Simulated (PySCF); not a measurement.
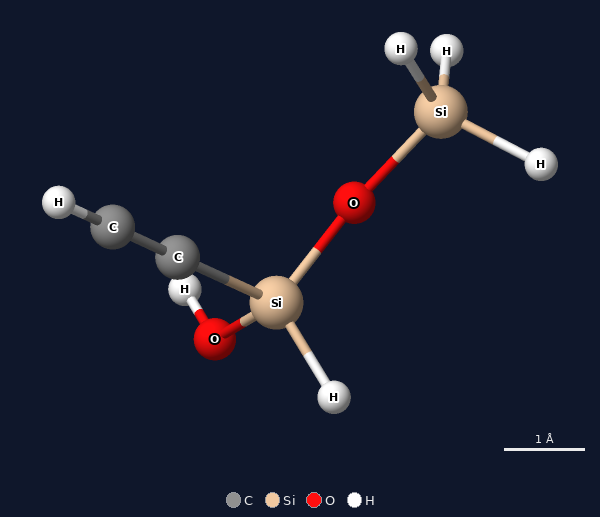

Figure 1. The starting structure (ball-and-stick view, seen at a tilt). Bond lengths as drawn: C–C 1.23 Å, C–H 1.03 Å, C–Si 1.87 Å, H–O 0.92 Å, H–Si 1.45 to 1.47 Å and O–Si 1.61 to 1.65 Å.

## Geometry relaxation of C2H6O2Si2

The run: geometry relaxation of C2H6O2Si2. Method and program: PBE0-D3(BJ)/def2-SVP geometry optimisation, gas phase (PySCF 2.14.0).

The input:
```
{"job": {"xc": "PBE0", "basis": "def2-SVP", "d3": "d3bj", "grid": 1, "shake": 0.01, "kind": "geom"}, "charge": 0, "multiplicity": 1}
C      2.260260    -1.310930     1.355790
C      1.540930    -0.390590     0.956040
Si     0.443920     0.996400     0.350960
O      1.303880     2.028700    -0.601650
O     -0.750000     0.313040    -0.497130
Si    -2.034940    -0.619900    -0.755150
H      2.859120    -2.073160     1.696130
H     -0.044570     1.843340     1.415770
H      1.560010     1.785760    -1.453010
H     -3.150660    -0.088150     0.031910
H     -1.706970    -1.987020    -0.320660
H     -2.241290    -0.525760    -2.188030
```

The first line tells a small driver script what to run in PySCF; the rest is the geometry in Å.

Hardware: 1 CPU thread, shared host.

Launched with:
```bash
OMP_NUM_THREADS=1 python <driver script> task.json out
```

Log:
```
step   0  E = -808.44879689  max force = 0.058453
step   1  E = -808.45799116  max force = 0.011062
step   2  E = -808.45853208  max force = 0.003919
step   3  E = -808.45885978  max force = 0.003353
step   4  E = -808.45904741  max force = 0.003411
step   5  E = -808.45922899  max force = 0.001876
step   6  E = -808.45930942  max force = 0.001377
step   7  E = -808.45935339  max force = 0.001085
step   8  E = -808.45938162  max force = 0.001039
step   9  E = -808.45940804  max force = 0.000704
step  10  E = -808.45943191  max force = 0.000729
step  11  E = -808.45944701  max force = 0.000470
step  12  E = -808.45945386  max force = 0.000369
optimisation converged
```

Trajectory as extended XYZ (Å, eV, eV/Å), 13 frames, from step=0 to step=12:
```
12
Properties=species:S:1:pos:R:3:forces:R:3 step=0 energy=-21999.01229
C     2.2603   -1.3109    1.3558   -2.3526   3.0058  -1.2928
C     1.5409   -0.3906    0.9560    0.6363  -0.8583   0.4615
Si    0.4439    0.9964    0.3510    1.3742  -0.2657  -0.0976
O     1.3039    2.0287   -0.6017   -0.6750   0.7213   2.1692
O    -0.7500    0.3130   -0.4971    0.8647   0.7752   0.0717
Si   -2.0349   -0.6199   -0.7551   -0.4714  -0.5988   0.0836
H     2.8591   -2.0732    1.6961    1.3115  -1.6679   0.7257
H    -0.0446    1.8433    1.4158   -0.2412   0.2162   0.6402
H     1.5600    1.7858   -1.4530    0.7099  -0.7318  -2.1905
H    -3.1507   -0.0882    0.0319   -0.5802   0.0676   0.1679
H    -1.7070   -1.9870   -0.3207   -0.1053  -0.4799   0.0315
H    -2.2413   -0.5258   -2.1880   -0.4708  -0.1837  -0.7703
12
Properties=species:S:1:pos:R:3:forces:R:3 step=1 energy=-21999.26248
C     2.1201   -1.3442    1.3890    0.5024  -0.1427   0.0785
C     1.5748   -0.3478    0.9526   -0.3071   0.0997  -0.0481
Si    0.5342    1.0495    0.3465    0.0360  -0.3018   0.0685
O     1.3802    2.0917   -0.6028    0.1502  -0.0272  -0.5689
O    -0.6925    0.3555   -0.5022   -0.1371   0.0628  -0.0709
Si   -2.0139   -0.6115   -0.7678    0.1869   0.0656   0.0440
H     2.7031   -2.1796    1.7577   -0.2676   0.1520  -0.0667
H     0.0335    1.8471    1.4853   -0.0041   0.0184   0.0166
H     1.6312    1.8147   -1.4996   -0.1199   0.0756   0.5383
H    -3.1760   -0.1199    0.0260   -0.0313   0.0204   0.0161
H    -1.7102   -2.0170   -0.3736    0.0045  -0.0323   0.0099
H    -2.3448   -0.5668   -2.2195   -0.0129   0.0095  -0.0173
12
Properties=species:S:1:pos:R:3:forces:R:3 step=2 energy=-21999.27720
C     2.1455   -1.3275    1.3906    0.2015   0.1370  -0.0457
C     1.5752   -0.3445    0.9525   -0.1546  -0.1242   0.0346
Si    0.5285    1.0393    0.3455    0.0271  -0.0879   0.0545
O     1.3787    2.0791   -0.6052    0.0117   0.0616  -0.1356
O    -0.6990    0.3566   -0.5091   -0.0598   0.0584  -0.0474
Si   -2.0189   -0.6074   -0.7717    0.0554   0.0043   0.0284
H     2.7144   -2.1613    1.7652   -0.0821  -0.0220   0.0097
H     0.0264    1.8415    1.4821   -0.0021  -0.0028   0.0021
H     1.6419    1.7815   -1.4823    0.0127  -0.0228   0.0974
H    -3.1761   -0.1194    0.0358   -0.0033  -0.0017   0.0000
H    -1.7133   -2.0183   -0.3913   -0.0015   0.0000   0.0004
H    -2.3635   -0.5480   -2.2207   -0.0049   0.0000   0.0016
12
Properties=species:S:1:pos:R:3:forces:R:3 step=3 energy=-21999.28611
C     2.1767   -1.3027    1.3912    0.0223   0.1321  -0.0494
C     1.5682   -0.3440    0.9525   -0.0899  -0.1160   0.0221
Si    0.5182    1.0312    0.3414    0.0478   0.0735   0.0121
O     1.3788    2.0663   -0.6104   -0.1144   0.0874   0.1693
O    -0.7104    0.3627   -0.5215    0.0120   0.0509  -0.0247
Si   -2.0274   -0.6033   -0.7746   -0.0489  -0.0469   0.0094
H     2.7337   -2.1362    1.7752    0.0437  -0.0821   0.0371
H     0.0102    1.8363    1.4740    0.0079  -0.0062  -0.0061
H     1.6749    1.7371   -1.4596    0.1087  -0.0881  -0.1724
H    -3.1750   -0.1308    0.0569    0.0088  -0.0090  -0.0032
H    -1.7103   -2.0181   -0.4168   -0.0011   0.0079  -0.0015
H    -2.3979   -0.5268   -2.2169    0.0031  -0.0035   0.0074
12
Properties=species:S:1:pos:R:3:forces:R:3 step=4 energy=-21999.29122
C     2.1946   -1.2824    1.3890   -0.0693   0.0809  -0.0337
C     1.5524   -0.3455    0.9511   -0.0222  -0.0920   0.0171
Si    0.5072    1.0304    0.3345    0.0469   0.1060  -0.0116
O     1.3812    2.0587   -0.6148   -0.1314   0.0463   0.1754
O    -0.7223    0.3708   -0.5347    0.0325   0.0462  -0.0132
Si   -2.0353   -0.6035   -0.7743   -0.0706  -0.0602   0.0036
H     2.7528   -2.1127    1.7788    0.0756  -0.0541   0.0247
H    -0.0051    1.8389    1.4624    0.0107  -0.0004  -0.0068
H     1.7197    1.7018   -1.4372    0.1128  -0.0707  -0.1588
H    -3.1724   -0.1504    0.0823    0.0102  -0.0074  -0.0022
H    -1.7003   -2.0192   -0.4370   -0.0006   0.0082  -0.0011
H    -2.4328   -0.5154   -2.2086    0.0054  -0.0029   0.0066
12
Properties=species:S:1:pos:R:3:forces:R:3 step=5 energy=-21999.29616
C     2.2043   -1.2581    1.3824   -0.0964  -0.0334   0.0082
C     1.5210   -0.3497    0.9473    0.0325  -0.0015  -0.0035
Si    0.4905    1.0346    0.3212    0.0236   0.0612  -0.0195
O     1.3884    2.0490   -0.6212   -0.0731  -0.0290   0.0629
O    -0.7400    0.3844   -0.5553    0.0203   0.0413  -0.0060
Si   -2.0459   -0.6074   -0.7706   -0.0412  -0.0462   0.0032
H     2.7790   -2.0780    1.7747    0.0622   0.0070  -0.0040
H    -0.0250    1.8523    1.4403    0.0068   0.0057  -0.0047
H     1.7968    1.6586   -1.3987    0.0570  -0.0073  -0.0384
H    -3.1650   -0.1847    0.1238    0.0050  -0.0011  -0.0002
H    -1.6798   -2.0217   -0.4611   -0.0003   0.0036   0.0000
H    -2.4845   -0.5077   -2.1916    0.0037  -0.0003   0.0021
12
Properties=species:S:1:pos:R:3:forces:R:3 step=6 energy=-21999.29835
C     2.1974   -1.2500    1.3765   -0.0708  -0.0668   0.0176
C     1.4967   -0.3534    0.9444    0.0540   0.0396  -0.0038
Si    0.4800    1.0396    0.3114    0.0025  -0.0045  -0.0066
O     1.3971    2.0424   -0.6231   -0.0127  -0.0501  -0.0230
O    -0.7508    0.3947   -0.5696   -0.0051   0.0370  -0.0084
Si   -2.0514   -0.6106   -0.7671   -0.0004  -0.0226   0.0061
H     2.7919   -2.0589    1.7648    0.0259   0.0310  -0.0152
H    -0.0370    1.8659    1.4230    0.0013   0.0050  -0.0017
H     1.8538    1.6374   -1.3677    0.0034   0.0272   0.0352
H    -3.1578   -0.2057    0.1505    0.0000   0.0028   0.0005
H    -1.6643   -2.0222   -0.4723    0.0003  -0.0002   0.0003
H    -2.5159   -0.5076   -2.1793    0.0016   0.0016  -0.0010
12
Properties=species:S:1:pos:R:3:forces:R:3 step=7 energy=-21999.29955
C     2.1830   -1.2523    1.3720   -0.0279  -0.0539   0.0096
C     1.4815   -0.3551    0.9426    0.0450   0.0507   0.0001
Si    0.4743    1.0440    0.3055   -0.0076  -0.0474   0.0096
O     1.4038    2.0397   -0.6222    0.0186  -0.0304  -0.0558
O    -0.7559    0.4026   -0.5794   -0.0234   0.0311  -0.0127
Si   -2.0521   -0.6125   -0.7648    0.0238  -0.0054   0.0076
H     2.7923   -2.0537    1.7535   -0.0046   0.0239  -0.0107
H    -0.0449    1.8760    1.4117   -0.0014   0.0014   0.0015
H     1.8916    1.6311   -1.3452   -0.0199   0.0273   0.0523
H    -3.1513   -0.2163    0.1650   -0.0029   0.0029   0.0000
H    -1.6516   -2.0214   -0.4755    0.0002  -0.0018   0.0004
H    -2.5309   -0.5107   -2.1720    0.0001   0.0016  -0.0020
12
Properties=species:S:1:pos:R:3:forces:R:3 step=8 energy=-21999.30032
C     2.1667   -1.2590    1.3685    0.0018  -0.0223  -0.0032
C     1.4741   -0.3538    0.9412    0.0267   0.0373   0.0040
Si    0.4719    1.0482    0.3023   -0.0077  -0.0534   0.0167
O     1.4076    2.0410   -0.6210    0.0176   0.0009  -0.0423
O    -0.7573    0.4097   -0.5859   -0.0282   0.0262  -0.0137
Si   -2.0488   -0.6133   -0.7632    0.0263  -0.0010   0.0063
H     2.7803   -2.0593    1.7445   -0.0172   0.0049  -0.0007
H    -0.0497    1.8822    1.4058   -0.0014  -0.0014   0.0027
H     1.9141    1.6330   -1.3305   -0.0142   0.0084   0.0324
H    -3.1447   -0.2225    0.1728   -0.0030   0.0013  -0.0009
H    -1.6385   -2.0198   -0.4755   -0.0004  -0.0016   0.0004
H    -2.5360   -0.5146   -2.1678   -0.0004   0.0007  -0.0016
12
Properties=species:S:1:pos:R:3:forces:R:3 step=9 energy=-21999.30103
C     2.1464   -1.2679    1.3637    0.0181   0.0088  -0.0125
C     1.4688   -0.3503    0.9389    0.0069   0.0129   0.0054
Si    0.4706    1.0539    0.2993   -0.0018  -0.0362   0.0154
O     1.4110    2.0456   -0.6200    0.0014   0.0284  -0.0094
O    -0.7577    0.4195   -0.5931   -0.0234   0.0225  -0.0100
Si   -2.0421   -0.6139   -0.7617    0.0157  -0.0055   0.0027
H     2.7549   -2.0733    1.7359   -0.0176  -0.0134   0.0082
H    -0.0541    1.8878    1.4015   -0.0005  -0.0029   0.0024
H     1.9352    1.6374   -1.3152    0.0030  -0.0139   0.0002
H    -3.1353   -0.2310    0.1810   -0.0014  -0.0001  -0.0019
H    -1.6191   -2.0170   -0.4758   -0.0007  -0.0004   0.0003
H    -2.5389   -0.5193   -2.1632    0.0004  -0.0001  -0.0008
12
Properties=species:S:1:pos:R:3:forces:R:3 step=10 energy=-21999.30168
C     2.1239   -1.2771    1.3571    0.0186   0.0263  -0.0131
C     1.4636   -0.3456    0.9353   -0.0073  -0.0108   0.0037
Si    0.4698    1.0616    0.2964    0.0068  -0.0113   0.0074
O     1.4143    2.0530   -0.6193   -0.0134   0.0375   0.0189
O    -0.7581    0.4324   -0.6009   -0.0145   0.0203  -0.0017
Si   -2.0327   -0.6144   -0.7601    0.0019  -0.0136  -0.0019
H     2.7182   -2.0933    1.7280   -0.0099  -0.0205   0.0105
H    -0.0576    1.8935    1.3988    0.0004  -0.0025   0.0012
H     1.9557    1.6421   -1.2988    0.0161  -0.0251  -0.0228
H    -3.1232   -0.2432    0.1905    0.0003  -0.0007  -0.0023
H    -1.5933   -2.0133   -0.4777   -0.0006   0.0010   0.0002
H    -2.5407   -0.5243   -2.1578    0.0016  -0.0006  -0.0002
12
Properties=species:S:1:pos:R:3:forces:R:3 step=11 energy=-21999.30209
C     2.1073   -1.2834    1.3513    0.0088   0.0210  -0.0048
C     1.4592   -0.3424    0.9316   -0.0110  -0.0177  -0.0005
Si    0.4695    1.0685    0.2947    0.0113   0.0021  -0.0015
O     1.4167    2.0602   -0.6186   -0.0123   0.0231   0.0242
O    -0.7588    0.4440   -0.6059   -0.0098   0.0193   0.0069
Si   -2.0245   -0.6147   -0.7591   -0.0029  -0.0169  -0.0051
H     2.6858   -2.1106    1.7230   -0.0008  -0.0134   0.0055
H    -0.0588    1.8978    1.3987    0.0007  -0.0005  -0.0004
H     1.9684    1.6449   -1.2873    0.0131  -0.0176  -0.0223
H    -3.1135   -0.2549    0.1976    0.0010  -0.0002  -0.0020
H    -1.5707   -2.0099   -0.4805   -0.0003   0.0013   0.0002
H    -2.5408   -0.5277   -2.1540    0.0021  -0.0005  -0.0002
12
Properties=species:S:1:pos:R:3:forces:R:3 step=12 energy=-21999.30228
C     2.0994   -1.2866    1.3481    0.0001   0.0072   0.0032
C     1.4560   -0.3420    0.9293   -0.0079  -0.0119  -0.0033
Si    0.4695    1.0724    0.2949    0.0112   0.0006  -0.0059
O     1.4182    2.0644   -0.6172   -0.0016   0.0029   0.0139
O    -0.7597    0.4510   -0.6070   -0.0114   0.0190   0.0114
Si   -2.0200   -0.6147   -0.7592    0.0016  -0.0143  -0.0062
H     2.6689   -2.1198    1.7209    0.0036  -0.0027  -0.0006
H    -0.0577    1.8998    1.4008    0.0003   0.0014  -0.0012
H     1.9717    1.6458   -1.2830    0.0020  -0.0032  -0.0096
H    -3.1092   -0.2624    0.2000    0.0004   0.0005  -0.0015
H    -1.5580   -2.0077   -0.4833    0.0000   0.0007   0.0004
H    -2.5392   -0.5286   -2.1530    0.0017  -0.0004  -0.0006
```

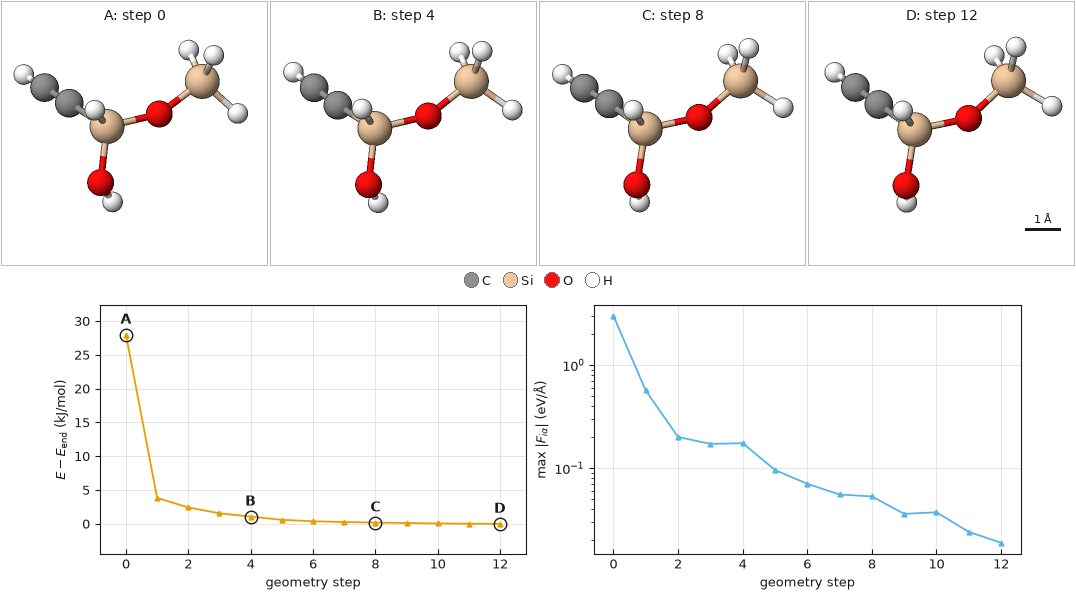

Figure 2. Frames of the relaxation (ball-and-stick view, seen at a tilt) above the curves, on which the letters mark them (steps are counted from 0).

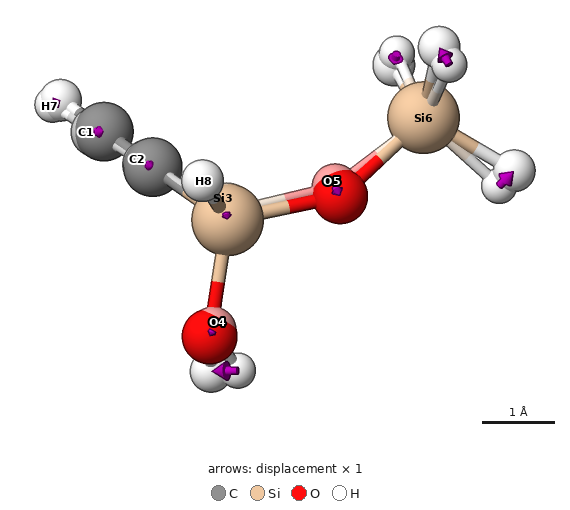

Figure 3. Start (faint) and end (solid) with the displacements as pink arrows, at true length (ball-and-stick view, seen at a tilt). The two geometries are laid on each other by the best rigid fit. The largest move after the best rigid fit is that of H9, 0.41 Å. By element the largest moves are H 0.41 Å, O 0.16 Å, C 0.14 Å, Si 0.10 Å. Among the contacts that change: O5–Si6 1.609 → 1.658 Å, C1–H7 1.027 → 1.076 Å, O4–H9 0.922 → 0.962 Å, Si6–H12 1.451 → 1.490 Å. Among the angles that change: Si3–O5–Si6 156.8° → 149.4°, O5–Si6–H12 103.6° → 108.3°, H10–Si6–H12 113.5° → 109.5°. Over 12 geometry steps the energy falls by 28.0 kJ/mol. The largest force component goes from 3 to 0.019 eV/Å. (Atoms are counted from 1 in the order of the input.)

Results in brief:

```csv
quantity,value
outcome,converged
total energy,−808.459454 hartree
dipole moment,1.92 D
point group,C1
wall time,2.2 min
peak memory,0.51 GiB
```
